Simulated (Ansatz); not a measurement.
**ZrCl3F2: geometry relaxation (part 2 of 2)**

The same run, continued: ZrCl3F2, multiplicity 2; UKS PBE0-D4/def2-SVP (Ansatz 0.2.0). It belongs to a series of runs on one base structure; here: end point A relaxed.

Geometry of the input (Å):
```
Zr 0.0128  0.0213  -0.0718
F  -0.0032  -0.0060  1.8682
Cl 2.2022  0.0168  -0.8644
Cl -1.0857  1.9150  -0.8649
F  -0.8707  -1.5091  -0.7130
Cl 0.0015  0.0026  4.5682
```

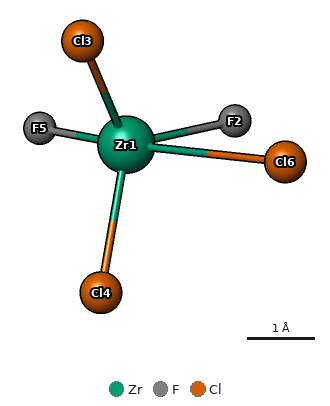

The geometry at step 16 of the log (ball-and-stick view, seen at a tilt; atoms are numbered from 1 in the order of the input).

**Trajectory as extended XYZ, continued**
```
6
Properties=species:S:1:pos:R:3:forces:R:3 step=4 energy=-44255.81163
Zr    0.0098    0.0161   -0.0704    0.0064   0.0110  -0.0246
F    -0.0100   -0.0177    1.8202   -0.0016  -0.0027  -0.0007
Cl    2.2154    0.0127   -0.8297   -0.0089   0.0006   0.0068
Cl   -1.0958    1.9244   -0.8301    0.0049  -0.0074   0.0068
F    -0.8750   -1.5165   -0.7117   -0.0020  -0.0034   0.0012
Cl    0.0124    0.0215    4.5440    0.0011   0.0020   0.0105
6
Properties=species:S:1:pos:R:3:forces:R:3 step=5 energy=-44255.81234
Zr   -0.0023   -0.0048   -0.0852   -0.0358  -0.0620   0.0579
F    -0.0771   -0.1338    1.8020    0.0055   0.0095  -0.0559
Cl    2.2235    0.0243   -0.7828   -0.0077   0.0012   0.0052
Cl   -1.0898    1.9372   -0.7833    0.0049  -0.0061   0.0052
F    -0.8712   -1.5100   -0.8139    0.0317   0.0548   0.0139
Cl    0.0737    0.1276    4.5854    0.0014   0.0025  -0.0262
6
Properties=species:S:1:pos:R:3:forces:R:3 step=6 energy=-44255.81299
Zr   -0.0049   -0.0094   -0.0840   -0.0178  -0.0308   0.0457
F    -0.0848   -0.1472    1.8014    0.0007   0.0011  -0.0268
Cl    2.2235    0.0253   -0.7709    0.0008   0.0006   0.0007
Cl   -1.0890    1.9378   -0.7715    0.0001   0.0010   0.0007
F    -0.8702   -1.5083   -0.8271    0.0145   0.0251   0.0037
Cl    0.0823    0.1424    4.5744    0.0017   0.0029  -0.0240
6
Properties=species:S:1:pos:R:3:forces:R:3 step=7 energy=-44255.81808
Zr   -0.0255   -0.0450   -0.0711   -0.0422  -0.0732  -0.0205
F    -0.1779   -0.3084    1.7978   -0.0045  -0.0078  -0.0647
Cl    2.2298    0.0348   -0.6682   -0.0439   0.0000   0.0172
Cl   -1.0839    1.9479   -0.6689    0.0219  -0.0380   0.0172
F    -0.8577   -1.4867   -0.9616    0.0656   0.1137   0.0779
Cl    0.1722    0.2979    4.4943    0.0031   0.0053  -0.0270
6
Properties=species:S:1:pos:R:3:forces:R:3 step=8 energy=-44255.82540
Zr   -0.0432   -0.0755   -0.0543   -0.0820  -0.1421   0.0255
F    -0.2584   -0.4475    1.7942    0.0037   0.0062  -0.1806
Cl    2.2326    0.0428   -0.5647   -0.0714  -0.0065   0.0187
Cl   -1.0783    1.9544   -0.5655    0.0300  -0.0650   0.0187
F    -0.8447   -1.4642   -1.0589    0.1147   0.1987   0.1479
Cl    0.2489    0.4307    4.3715    0.0050   0.0087  -0.0302
6
Properties=species:S:1:pos:R:3:forces:R:3 step=9 energy=-44255.83687
Zr   -0.0539   -0.0941   -0.0232   -0.1458  -0.2532   0.0184
F    -0.3379   -0.5852    1.7914    0.0264   0.0458  -0.2316
Cl    2.2320    0.0399   -0.4735   -0.0449   0.0026   0.0283
Cl   -1.0805    1.9525   -0.4744    0.0245  -0.0374   0.0283
F    -0.8210   -1.4232   -1.1326    0.1343   0.2328   0.2005
Cl    0.3182    0.5506    4.2347    0.0054   0.0094  -0.0439
6
Properties=species:S:1:pos:R:3:forces:R:3 step=10 energy=-44255.85216
Zr   -0.0697   -0.1217   -0.0095   -0.0629  -0.1070   0.1858
F    -0.3986   -0.6900    1.7746    0.0241   0.0411  -0.2334
Cl    2.2301    0.0534   -0.3690   -0.0547  -0.0256   0.0031
Cl   -1.0680    1.9574   -0.3699    0.0055  -0.0604   0.0031
F    -0.8122   -1.4079   -1.1774    0.0824   0.1423   0.0942
Cl    0.3753    0.6493    4.0735    0.0056   0.0097  -0.0528
6
Properties=species:S:1:pos:R:3:forces:R:3 step=11 energy=-44255.87328
Zr   -0.0682   -0.1184    0.0519   -0.0926  -0.1644  -0.0538
F    -0.4575   -0.7924    1.7838    0.0049   0.0094  -0.1015
Cl    2.2338    0.0213   -0.3029   -0.0175   0.0185   0.0382
Cl   -1.0976    1.9451   -0.3040    0.0239  -0.0052   0.0382
F    -0.7720   -1.3387   -1.2048    0.0712   0.1244   0.1441
Cl    0.4183    0.7237    3.8984    0.0100   0.0173  -0.0652
6
Properties=species:S:1:pos:R:3:forces:R:3 step=12 energy=-44255.89777
Zr   -0.0787   -0.1374    0.0839   -0.0281  -0.0442   0.0572
F    -0.5088   -0.8807    1.7787   -0.0026  -0.0055  -0.0952
Cl    2.2289    0.0385   -0.2179   -0.0219  -0.0173   0.0223
Cl   -1.0802    1.9488   -0.2188   -0.0032  -0.0281   0.0225
F    -0.7605   -1.3180   -1.2181    0.0460   0.0784   0.0721
Cl    0.4562    0.7895    3.7145    0.0097   0.0168  -0.0790
6
Properties=species:S:1:pos:R:3:forces:R:3 step=13 energy=-44255.92672
Zr   -0.0818   -0.1423    0.1268   -0.0419  -0.0738   0.1316
F    -0.5563   -0.9633    1.7775    0.0037   0.0064  -0.1283
Cl    2.2296    0.0325   -0.1418   -0.0014  -0.0193   0.0087
Cl   -1.0857    1.9468   -0.1427   -0.0162  -0.0105   0.0086
F    -0.7381   -1.2798   -1.2259    0.0512   0.0891   0.0842
Cl    0.4892    0.8466    3.5285    0.0046   0.0081  -0.1047
6
Properties=species:S:1:pos:R:3:forces:R:3 step=14 energy=-44255.96293
Zr   -0.0815   -0.1425    0.1821   -0.0347  -0.0538   0.1312
F    -0.6006   -1.0397    1.7830   -0.0012  -0.0035  -0.1171
Cl    2.2317    0.0277   -0.0809    0.0129  -0.0257   0.0014
Cl   -1.0909    1.9458   -0.0817   -0.0274  -0.0026   0.0017
F    -0.7129   -1.2355   -1.2186    0.0545   0.0927   0.1140
Cl    0.5111    0.8847    3.3384   -0.0041  -0.0072  -0.1313
6
Properties=species:S:1:pos:R:3:forces:R:3 step=15 energy=-44255.99232
Zr   -0.0830   -0.1436    0.2158   -0.0795  -0.1469   0.3627
F    -0.6461   -1.1194    1.7614    0.0570   0.1003  -0.2515
Cl    2.2414   -0.0038    0.0049    0.0048  -0.0084  -0.0445
Cl   -1.1229    1.9397    0.0043   -0.0115   0.0013  -0.0450
F    -0.6865   -1.1912   -1.2309    0.0513   0.0918   0.0978
Cl    0.5539    0.9590    3.1668   -0.0221  -0.0381  -0.1195
6
Properties=species:S:1:pos:R:3:forces:R:3 step=16 energy=-44256.02671
Zr   -0.0747   -0.1337    0.3294   -0.0995  -0.0863  -0.0304
F    -0.7068   -1.2235    1.7710    0.0638   0.1010  -0.1771
Cl    2.2502   -0.0115    0.0168   -0.0418   0.0062   0.0436
Cl   -1.1343    1.9422    0.0159    0.0480  -0.0645   0.0503
F    -0.6395   -1.1066   -1.1835    0.0305   0.0437   0.1592
Cl    0.5620    0.9737    2.9728   -0.0010  -0.0001  -0.0455
6
Properties=species:S:1:pos:R:3:forces:R:3 step=17 energy=-44255.99237 accepted=F
Zr   -0.0750   -0.1118    0.3387   -0.1043  -0.9881   0.1678
F    -0.7143   -1.2372    1.7421   -0.0310   0.0178   0.0310
Cl    2.2221    0.0010    0.0447    0.5694   0.0707  -0.0516
Cl   -1.1035    1.9148    0.0468   -0.4564   0.8947  -0.1386
F    -0.6377   -1.1062   -1.1560   -0.0305  -0.0236  -0.0873
Cl    0.5652    0.9800    2.9060    0.0529   0.0284   0.0788
6
Properties=species:S:1:pos:R:3:forces:R:3 step=18 energy=-44256.03133
Zr   -0.0762   -0.1318    0.3245   -0.0492  -0.0682   0.0705
F    -0.7116   -1.2289    1.7509    0.0153   0.0323  -0.0886
Cl    2.2516   -0.0015    0.0396    0.0008   0.0052   0.0087
Cl   -1.1280    1.9483    0.0368    0.0044  -0.0062   0.0052
F    -0.6464   -1.1223   -1.1702    0.0093   0.0140   0.0136
Cl    0.5674    0.9768    2.9407    0.0194   0.0228  -0.0094
6
Properties=species:S:1:pos:R:3:forces:R:3 step=19 energy=-44256.04710
Zr   -0.0833   -0.1377    0.3379   -0.3965  -0.1700   0.3975
F    -0.7432   -1.2629    1.7228   -0.0443   0.0272  -0.3229
Cl    2.2482    0.0039    0.0761    0.2296   0.0550   0.1764
Cl   -1.1312    1.9446    0.0663   -0.0958  -0.0072  -0.0164
F    -0.6365   -1.1178   -1.1672    0.0201  -0.0078  -0.1006
Cl    0.6029    1.0105    2.8863    0.2869   0.1028  -0.1339
6
Properties=species:S:1:pos:R:3:forces:R:3 step=20 energy=-44256.16092
Zr   -0.1140   -0.1408    0.3700   -0.3503  -0.0033   0.2145
F    -0.8097   -1.3213    1.6704   -0.0690  -0.0060  -0.0374
Cl    2.2475    0.0233    0.1612    0.1414   0.0891   0.3107
Cl   -1.1611    1.9351    0.0819   -0.1418  -0.0143  -0.0618
F    -0.6164   -1.1075   -1.1639    0.0846   0.0357  -0.1009
Cl    0.7107    1.0519    2.8027    0.3351  -0.1013  -0.3251
6
Properties=species:S:1:pos:R:3:forces:R:3 step=21 energy=-44256.36044
Zr   -0.1615   -0.1343    0.4101   -0.4314   0.0642   0.2033
F    -0.8784   -1.3626    1.6470   -0.1078   0.0365   0.0258
Cl    2.2322    0.0536    0.2821    0.1970   0.1312   0.3315
Cl   -1.2175    1.9274    0.0814   -0.1679  -0.0617  -0.0773
F    -0.5720   -1.0877   -1.1634    0.1470   0.0487  -0.0830
Cl    0.8540    1.0441    2.6651    0.3631  -0.2188  -0.4004
6
Properties=species:S:1:pos:R:3:forces:R:3 step=22 energy=-44256.50967
Zr   -0.2090   -0.1215    0.4516   -0.3033  -0.0218   0.1018
F    -0.9519   -1.3792    1.6414   -0.1261   0.0977   0.0273
Cl    2.2246    0.0868    0.3793    0.3363  -0.0606  -0.1259
Cl   -1.2862    1.9150    0.0758   -0.1957  -0.0456  -0.0414
F    -0.5114   -1.0664   -1.1575    0.1972   0.0787  -0.0057
Cl    0.9908    1.0057    2.5318    0.0916  -0.0485   0.0440
6
Properties=species:S:1:pos:R:3:forces:R:3 step=23 energy=-44256.59268
Zr   -0.2489   -0.0789    0.4874    0.0486  -0.2841  -0.0207
F    -1.0789   -1.2927    1.6731   -0.0137   0.1740  -0.1933
Cl    2.2420    0.0536    0.3368    0.1222  -0.0634  -0.1934
Cl   -1.4484    1.8807    0.0743   -0.0433  -0.0849   0.0008
F    -0.3175   -1.0465   -1.1511    0.0222   0.2526   0.3906
Cl    1.1086    0.9245    2.5019   -0.1361   0.0057   0.0160
6
Properties=species:S:1:pos:R:3:forces:R:3 step=24 energy=-44256.58433 accepted=F
Zr   -0.2127   -0.0842    0.5697   -0.8828  -0.2815  -0.1158
F    -1.2673   -1.2706    1.6232    0.4755   0.3536  -0.2439
Cl    2.2990    0.0421    0.2623    0.1563  -0.0300  -0.0253
Cl   -1.5147    1.8079    0.1281    0.1336  -0.1300   0.0096
F    -0.2090   -0.9982   -1.0867    0.0056   0.0173   0.0765
Cl    1.1615    0.9437    2.4257    0.1118   0.0706   0.2989
6
Properties=species:S:1:pos:R:3:forces:R:3 step=25 energy=-44256.61652
Zr   -0.2318   -0.0721    0.5253   -0.0378   0.0728   0.0171
F    -1.1542   -1.2629    1.6546    0.0068   0.0184  -0.0342
Cl    2.2804    0.0302    0.2806   -0.0308   0.0463   0.1055
Cl   -1.5011    1.8361    0.0793    0.0293  -0.0594   0.0203
F    -0.2630   -1.0088   -1.1133   -0.0136  -0.0248   0.0057
Cl    1.1266    0.9181    2.4958    0.0461  -0.0534  -0.1144
6
Properties=species:S:1:pos:R:3:forces:R:3 step=26 energy=-44256.61485 accepted=F
Zr   -0.2346   -0.0607    0.5229    0.2150  -0.3188   0.0501
F    -1.1662   -1.2424    1.6522   -0.0188  -0.0096  -0.0053
Cl    2.2852    0.0457    0.2830   -0.0084   0.0241   0.0202
Cl   -1.5050    1.8151    0.0826   -0.1964   0.3052  -0.0683
F    -0.2606   -1.0148   -1.1082   -0.0078   0.0033   0.0251
Cl    1.1381    0.8976    2.4898    0.0163  -0.0042  -0.0218
6
Properties=species:S:1:pos:R:3:forces:R:3 step=27 energy=-44256.61853
Zr   -0.2331   -0.0700    0.5257   -0.0260   0.0219  -0.0100
F    -1.1559   -1.2622    1.6521   -0.0038   0.0104  -0.0159
Cl    2.2807    0.0352    0.2887    0.0069   0.0159   0.0269
Cl   -1.5024    1.8347    0.0808    0.0033  -0.0193   0.0104
F    -0.2644   -1.0109   -1.1112   -0.0025  -0.0145   0.0094
Cl    1.1319    0.9138    2.4862    0.0222  -0.0143  -0.0209
```
